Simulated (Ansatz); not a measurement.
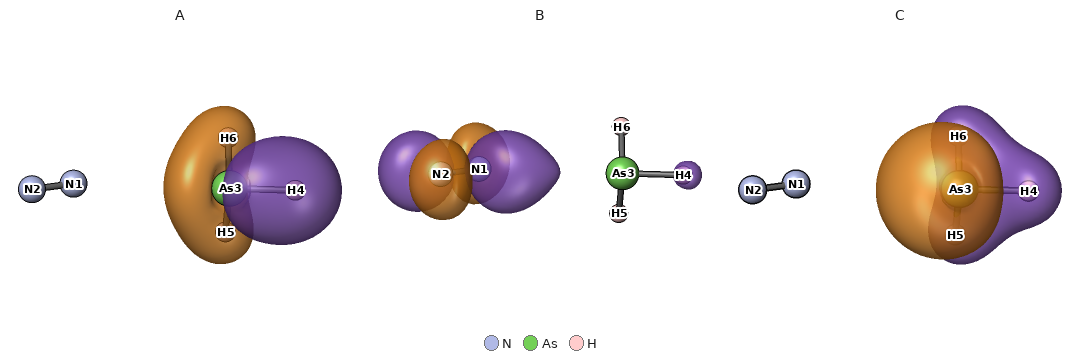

Figure. N$_{2}$···AsH$_{3}$ (SMILES N#N.[AsH3]). Three frontier orbitals at ±0.1 Å⁻³ᐟ² (orange and purple are the two phases), in no order.

Geometry: rigid move from PBE0-D4/def2-TZVP.

These are results of Ansatz, RKS PBE0-D4/def2-TZVPPD, not measurements.

Input

```
crystal:
  periodic: [false, false, false]
  atoms:
    - {symbol: N, position_ang: [0.051469, 0.230076, -2.385075]}
    - {symbol: N, position_ang: [0.713087, 0.517533, -3.201456]}
    - {symbol: As, position_ang: [0.365910, -0.102486, 1.342730]}
    - {symbol: H, position_ang: [0.060401, -0.269962, 2.824496]}
    - {symbol: H, position_ang: [-0.809297, 0.843597, 1.149415]}
    - {symbol: H, position_ang: [-0.477850, -1.312903, 0.973394]}
basis:
  gaussian: {orbitals: "def2-TZVPPD.json"}
hamiltonian: {xc: pbe0, dispersion: d4}
output: {orbitals: {seedname: orbitals}}
```

Launched as:

```sh
ansatz run in.yaml --threads 2 --pin off --events-out ev --progress --plain --max-ram 5222MiB
```

**Which picture is the HOMO−1, the HOMO and the LUMO?**

A is the HOMO−1 (−10.25 eV). Its weight (Hirshfeld) is mainly on As3 (about 50 %), H4 (about 30 %), H5 (about 10 %) and H6 (about 10 %). C is the HOMO (−7.80 eV). By Hirshfeld shares it lies mainly on As3 (about 80 %), H4 (about 5 %), H5 (about 5 %) and H6 (about 5 %); largely a lone pair of As3. B is the LUMO (−0.56 eV). Its weight (Hirshfeld) is mainly on N2 (about 45 %) and N1 (about 45 %); π-antibonding (π*) across N2–N1.

**What is the HOMO–LUMO gap?**

7.24 eV between the orbital energies.
